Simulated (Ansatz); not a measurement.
CdHg$_{3}$Se$_{4}$

Input

```
crystal:
  lattice:
    - [6.1720632302, 0.0, 0.0]
    - [0.0, 6.1720632302, 0.0]
    - [0.0, 0.0, 6.1720632302]
  atoms:
    - { symbol: Cd, position: [0.0, 0.0, 0.0] }
    - { symbol: Se, position: [0.2487624255, 0.2487624255, 0.2487624255] }
    - { symbol: Hg, position: [0.5, 0.5, 0.0] }
    - { symbol: Se, position: [0.7512375745, 0.7512375745, 0.2487624255] }
    - { symbol: Hg, position: [0.5, 0.0, 0.5] }
    - { symbol: Se, position: [0.7512375745, 0.2487624255, 0.7512375745] }
    - { symbol: Hg, position: [0.0, 0.5, 0.5] }
    - { symbol: Se, position: [0.2487624255, 0.7512375745, 0.7512375745] }
kpoints:
  mp_grid: { grid: [2, 2, 2] }
  band_path:
    path: [[0.0, 0.0, 0.0], [0.0, 0.5, 0.0], [0.5, 0.5, 0.0], [0.5, 0.5, 0.5]]
    npoints: 1
hamiltonian:
  xc: hse06
scf:
  occupations: { method: fermi_dirac, width: 0.02 }
  n_extra_bands: 6
output:
  forces: true
  stress: true
  eigenvalues: true
  write_density: true
  write_potential: true
  elf: true
  volumetric_format: npy
```

Below, planes, directions and counts refer to the conventional cell (a = 6.17 Å, b = 6.17 Å, c = 6.17 Å, α = 90.00°, β = 90.00°, γ = 90.00°).

Space group P-43m; started from the ordered alloy on zincblende lattice prototype, which need not be the ambient phase.

Level of theory: DFT, HSE06, plane waves, PAW (Ansatz).

The density is the valence pseudo-density of a PAW calculation; it isn't the true density close to the nuclei.

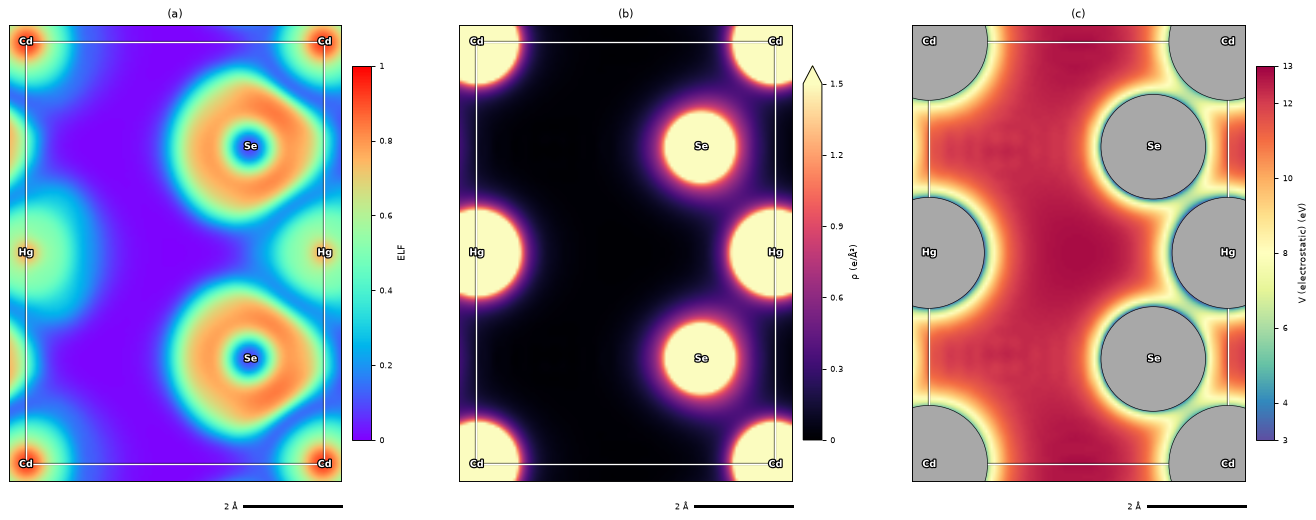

Figure 1. (a) electron localisation function; (b) valence electron density; (c) electrostatic potential energy of an electron on the (110) plane of the conventional cell. Grey discs cover the atomic cores in the potential map.

### Describe what can be read from this map.

- The plane passes through Cd, Hg and Se nuclei.
- Cd–Se (2.66 Å): ρ at the midpoint is about 0.37 e/Å³; the ELF is about 0.40 at the midpoint and 0.15 at its lowest between the atoms.
- Hg–Se (2.68 Å): ρ at the midpoint is about 0.4 e/Å³; the ELF is about 0.35 at the midpoint and 0.20 at its lowest between the atoms.
- The density dies away to nearly zero in the voids.
- The features right at Cd and Hg lie inside the PAW spheres, where the map follows smoothed inner orbitals and isn't to be read closely.
- Outside the cores the potential energy rises away from the atoms and is highest about 2.7 Å from the nearest atoms; its zero is arbitrary.

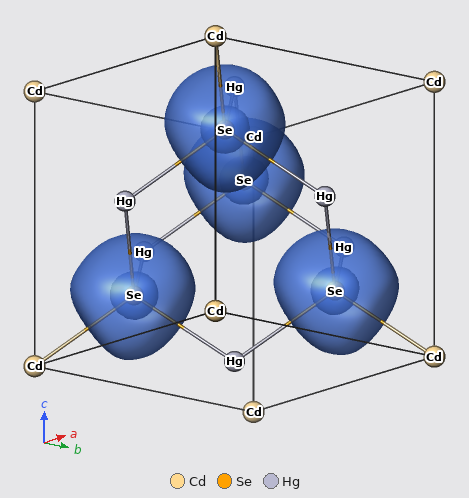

Figure 2. Isosurface of the ELF at 0.6 (blue), seen at an oblique angle. Only the valence region is drawn (cores and ρ < 0.01 e/Å³ removed). Sticks mark near contacts.

### Where are the electrons localised?

At this value the surface marks out four regions wrapped around Se (the valence shell of each), counted in one cell of 8 atoms. Any copies at cell faces, edges or corners count once.
